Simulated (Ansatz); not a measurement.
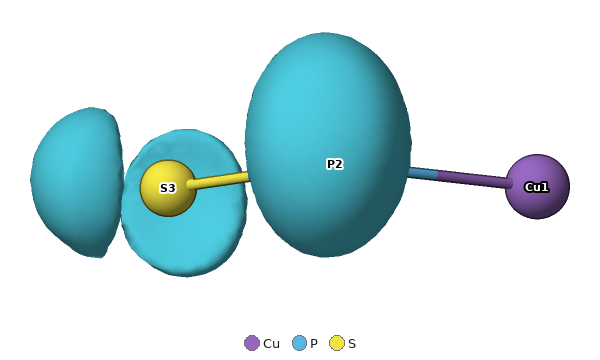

*CuPS (SMILES S=[P][Cu]). Isosurface of the ELF at 0.9 (cyan), seen from one side. Only the valence region is drawn (cores and ρ < 0.01 e/Å³ removed).*

Geometry: PBE-D3(BJ)/def2-SVP.

The calculation used isolated molecule in a Gaussian basis; Kohn-Sham density functional theory, functional PBE0 in Ansatz 0.2.0.

Where are the electrons localised?

The surface consists of one lobe on P, pointing away from the bonds (lone pairs) and two lobes on S, pointing away from the bonds (lone pairs, which may merge into one lobe). Profiles from the grid: P–S (1.96 Å): the ELF peaks at about 0.85 between the atoms, as expected for a covalent bond. Cu–P (2.18 Å): the ELF peaks at about 0.85 between the atoms.
